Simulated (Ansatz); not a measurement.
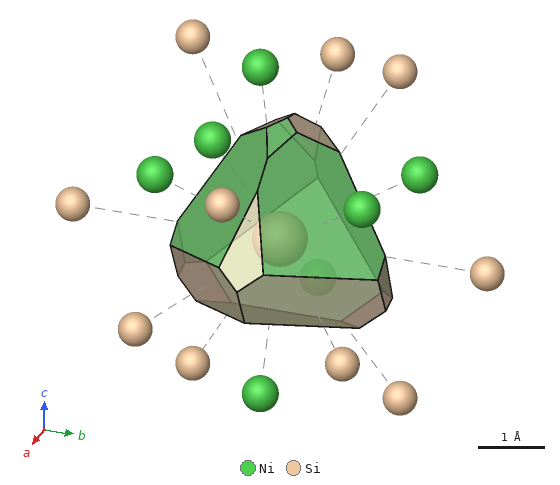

Voronoi cell (the region closer to this atom than to any other), computed from the atomic positions without radii. Central atom: Si (4c) in SiNi; faces take the colour of the neighbour behind them. The structure is the input geometry of an electronic-structure calculation and need not be at equilibrium.

SiNi, space group Pnma (No. 62), a = 5.173 Å, b = 3.338 Å, c = 5.605 Å, α = 90.00°, β = 90.00°, γ = 90.00°

| site | Wyckoff | x | y | z |
| --- | --- | --- | --- | --- |
| Ni | 4c | 0.0078 | 0.2500 | 0.1875 |
| Si | 4c | 0.3213 | 0.7500 | 0.0825 |

Q: Which neighbours share a face with the central atom?

A: 7 Ni (76 % of the solid angle) and 10 Si (24 % of the solid angle).

Q: What is the volume of this Voronoi cell?

A: 12.5 Å³, against a mean of 12.1 Å³ per atom in this structure.

Q: How many faces does the cell have, and of which kinds?

A: 17 faces, index ⟨0,5,6,2,4⟩.
